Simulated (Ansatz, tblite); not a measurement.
# In9Sb9 wurtzite hole sphere (In₉Sb₉H₂₄): which spin state is lowest

Is the singlet the ground state of In9Sb9 wurtzite hole sphere (In₉Sb₉H₂₄)? Other spin states are computed and compared level by level.

Program: Ansatz 0.2.0, Gaussian basis. Level of theory: as each input shows. These are calculated values, not measurements.

The runs, in order: triplet, at the geometry of the singlet (GFN1-xTB, GFN2-xTB, PBE0-D4/def2-TZVP, PBE-D4/def2-TZVP); the singlet's energies come from earlier runs.

1 further run of the same task is left out (set aside as unsound or not needed). Runs told in other sessions of the task aren't counted.

## Step 1: The structure

The geometry is that of the singlet, from an earlier relaxation (PBE-D4/def2-SVP).

42 atoms, charge 0, spin multiplicity 1.

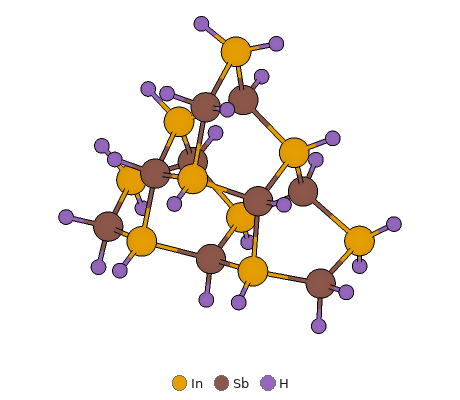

The structure; indium amber, antimony brown, hydrogen purple.

In, Sb take a core potential in the def2 sets. No spin-orbit coupling is included.

## Step 2: Triplet at the fixed geometry, GFN1-xTB

Tight binding, by tblite at 300 K electronic temperature and without a spin-polarisation term:

```python
tblite.interface.Calculator('GFN1-xTB', numbers, positions, charge=0, uhf=2).singlepoint()
```

Energy -1348.9958 eV; 0.41 s.

## Step 3: Triplet at the fixed geometry, GFN2-xTB

Tight binding, by tblite at 300 K electronic temperature and without a spin-polarisation term:

```python
tblite.interface.Calculator('GFN2-xTB', numbers, positions, charge=0, uhf=2).singlepoint()
```

Energy -1171.1134 eV; 0.8 s.

## Step 4: Triplet at the fixed geometry, PBE0-D4/def2-TZVP

in.yaml

```yaml
crystal:
  periodic: [false, false, false]
  atoms:
    - {symbol: In, position_ang: [0.002285, -5.538611, -1.794570]}
    - {symbol: Sb, position_ang: [-0.001902, -5.158644, 1.136591]}
    - {symbol: Sb, position_ang: [0.000872, -2.679166, -2.181791]}
    - {symbol: In, position_ang: [-2.421715, -1.400498, -1.404926]}
    - {symbol: In, position_ang: [0.000776, -2.698293, 2.629882]}
    - {symbol: Sb, position_ang: [-2.162778, -1.247990, 1.463239]}
    - {symbol: Sb, position_ang: [-2.315795, 1.336528, -2.183756]}
    - {symbol: In, position_ang: [-4.792278, 2.766745, -1.799374]}
    - {symbol: In, position_ang: [-2.334915, 1.352202, 2.627691]}
    - {symbol: Sb, position_ang: [-4.464204, 2.581618, 1.132524]}
    - {symbol: In, position_ang: [2.423934, -1.399561, -1.406437]}
    - {symbol: Sb, position_ang: [2.165230, -1.249305, 1.462507]}
    - {symbol: Sb, position_ang: [2.319958, 1.337194, -2.184883]}
    - {symbol: In, position_ang: [0.002018, 2.797157, -1.407353]}
    - {symbol: In, position_ang: [2.340341, 1.349719, 2.628059]}
    - {symbol: Sb, position_ang: [0.003560, 2.500338, 1.460901]}
    - {symbol: In, position_ang: [4.797133, 2.766426, -1.799277]}
    - {symbol: Sb, position_ang: [4.470695, 2.577349, 1.132162]}
    - {symbol: H, position_ang: [-1.571201, -6.186608, -2.138038]}
    - {symbol: H, position_ang: [1.578047, -6.184119, -2.132514]}
    - {symbol: H, position_ang: [-1.272696, -6.070725, 1.853042]}
    - {symbol: H, position_ang: [1.260855, -6.078224, 1.857902]}
    - {symbol: H, position_ang: [-0.000212, -2.438907, -3.888880]}
    - {symbol: H, position_ang: [-3.881285, -2.242450, -1.858987]}
    - {symbol: H, position_ang: [0.000471, -2.884287, 4.362354]}
    - {symbol: H, position_ang: [-3.556472, -2.050938, 2.077218]}
    - {symbol: H, position_ang: [-2.105791, 1.215182, -3.890302]}
    - {symbol: H, position_ang: [-6.139864, 1.725755, -2.138052]}
    - {symbol: H, position_ang: [-4.565377, 4.453224, -2.142988]}
    - {symbol: H, position_ang: [-2.493552, 1.444229, 4.360246]}
    - {symbol: H, position_ang: [-5.891212, 1.944322, 1.851987]}
    - {symbol: H, position_ang: [-4.623538, 4.137557, 1.849509]}
    - {symbol: H, position_ang: [3.882873, -2.242840, -1.859942]}
    - {symbol: H, position_ang: [3.558491, -2.054143, 2.074938]}
    - {symbol: H, position_ang: [2.110595, 1.216045, -3.891482]}
    - {symbol: H, position_ang: [0.001874, 4.481724, -1.863211]}
    - {symbol: H, position_ang: [2.500793, 1.443667, 4.360375]}
    - {symbol: H, position_ang: [0.003737, 4.109628, 2.072734]}
    - {symbol: H, position_ang: [6.144501, 1.726291, -2.140654]}
    - {symbol: H, position_ang: [4.569730, 4.453435, -2.139745]}
    - {symbol: H, position_ang: [5.897735, 1.937455, 1.849766]}
    - {symbol: H, position_ang: [4.632984, 4.132518, 1.850333]}
basis:
  gaussian: {orbitals: def2-TZVP, fitting: {mean_field: def2-universal-jkfit}}
magnetization: {spin_polarized: true, initial_magnetization: 2}
hamiltonian: {xc: pbe0, dispersion: d4}
scf: {omitted_lower_state_checks: [starts]}
output: {orbitals: {seedname: orbitals}}
```

Command:

```console
$ ansatz run in.yaml --threads 5 --pin off --events-out ev --progress --plain --max-ram 66560MiB --backend cuda --devices 0, --max-vram 37GiB
```

Standard output:

```text
Functional definition: PBE0
  name "PBE0"
  cite "Adamo & Barone, J. Chem. Phys. 110, 6158 (1999) doi:10.1063/1.478522"
  cite "Perdew, Burke & Ernzerhof, Phys. Rev. Lett. 77, 3865 (1996) doi:10.1103/PhysRevLett.77.3865"
  parent pbe
  parameter a = 0.25
  parameter kappa = 0.804
  parameter beta = 0.06672455060314922
  exchange = (1 - a)*pbe_x(kappa = kappa, mu = beta*pi^2/3) + a*exact_x
  correlation = pbe_c(beta = beta)
these checks for a lower state are left out or cut short: starts
4356 factors; integrals over basis functions are off by at most 6.9e-1 eV
mean field evaluation 1: about -105799.5970 eV, gradient 2.7e1 eV
mean field evaluation 2: about -105797.2927 eV, gradient 3.2e1 eV
mean field evaluation 4: about -105803.0524 eV, gradient 8.4e0 eV
mean field evaluation 8: about -105803.6532 eV, gradient 7.9e-1 eV
mean field evaluation 16: about -105803.7166 eV, gradient 2.2e-1 eV
mean field -105803.73220119 eV, -3888.2154420482 hartree, gradient 8.4e-6 eV, S^2 2.005782; 0 other end points of the search recorded, 0 dependent functions left out
reference -105803.73234243 eV, -3888.2154472389 hartree; 211, 209 occupied and 833, 835 virtual orbitals, 4356 factors
Total energy: -105806.68677680 eV, -3888.3240206992 hartree
Checks for a lower state left out: starts
```

Run time: 43 s. Hardware: 1 × H100 (card shared with other runs) with 5 threads of AMD EPYC 7R13, shared host; peak host memory 1.9 GiB.

Report: HOMO -3.13 eV, LUMO -5.58 eV (over both spins; with the spin held, an empty level of the minority spin lies below the top filled one); ⟨S²⟩ 2.006 (pure: 2.00).

## Step 5: Triplet at the fixed geometry, PBE-D4/def2-TZVP

start.molden holds the orbitals of an earlier run on this state, given as this run's starting guess.

Edit in.yaml of step 4 so:

```diff
@@ -46,5 +46,5 @@
 basis:
-  gaussian: {orbitals: def2-TZVP, fitting: {mean_field: def2-universal-jkfit}}
+  gaussian: {orbitals: def2-TZVP, fitting: {mean_field: def2-universal-jkfit}, initial_orbitals: start.molden}
 magnetization: {spin_polarized: true, initial_magnetization: 2}
-hamiltonian: {xc: pbe0, dispersion: d4}
+hamiltonian: {xc: pbe, dispersion: d4}
 scf: {omitted_lower_state_checks: [starts]}
```

The command is unchanged.

Standard output:

```text
Functional definition: PBE
  name "PBE"
  cite "Perdew, Burke & Ernzerhof, Phys. Rev. Lett. 77, 3865 (1996) doi:10.1103/PhysRevLett.77.3865"
  parent pbe
  parameter kappa = 0.804
  parameter beta = 0.06672455060314922
  exchange = pbe_x(kappa = kappa, mu = beta*pi^2/3)
  correlation = pbe_c(beta = beta)
these checks for a lower state are left out or cut short: starts
4356 factors; integrals over basis functions are off by at most 6.9e-1 eV
mean field evaluation 1: about -105799.7100 eV, gradient 1.3e1 eV
mean field evaluation 2: about -105800.4645 eV, gradient 8.5e-1 eV
mean field evaluation 4: about -105800.5263 eV, gradient 2.6e-1 eV
mean field evaluation 8: about -105800.5334 eV, gradient 1.4e-2 eV
mean field evaluation 16: about -105800.5343 eV, gradient 5.9e-5 eV
mean field -105800.53432735 eV, -3888.0979223523 hartree, gradient 2.6e-6 eV, S^2 2.001536; 0 other end points of the search recorded, 0 dependent functions left out
reference -105800.53451314 eV, -3888.0979291801 hartree; 211, 209 occupied and 833, 835 virtual orbitals, 4356 factors
Total energy: -105803.72287705 eV, -3888.2150993925 hartree
Checks for a lower state left out: starts
```

Wall time 35 s (1 × H100 (card shared with other runs) with 5 threads of AMD EPYC 7R13, shared host); peak host memory 1.9 GiB.

From the report: HOMO -2.94 eV, LUMO -5.77 eV (over both spins; with the spin held, an empty level of the minority spin lies below the top filled one); ⟨S²⟩ 2.002 (pure: 2.00).

## Step 6: Triplet less singlet, vertical

The singlet's energies are those of its earlier runs, whose logs aren't repeated here.

| level | triplet less singlet, vertical (kJ/mol) | time |
| --- | --- | --- |
| GFN1-xTB | +187.1 | 0.7 s |
| GFN2-xTB | +242.2 | 1.2 s |
| PBE-D4/def2-TZVP | +277.2 | 45 s |
| PBE0-D4/def2-TZVP | +335.5 | 62 s |

Times add the two runs; a level without a time comes out of a correlated run. Tight binding without a spin term can't rank spin states.

## Step 7: What came out

| quantity | value |
| --- | --- |
| triplet less singlet, vertical, functionals in def2-TZVP | +277.2 (PBE-D4) to +335.5 kJ/mol (PBE0-D4) |

In words: All functionals put the triplet above the singlet, over a spread of 58.2 kJ/mol. The checks for a lower triplet were left out, so another state of that spin may lie lower. These are electronic energies, without zero-point motion, entropy or surroundings.
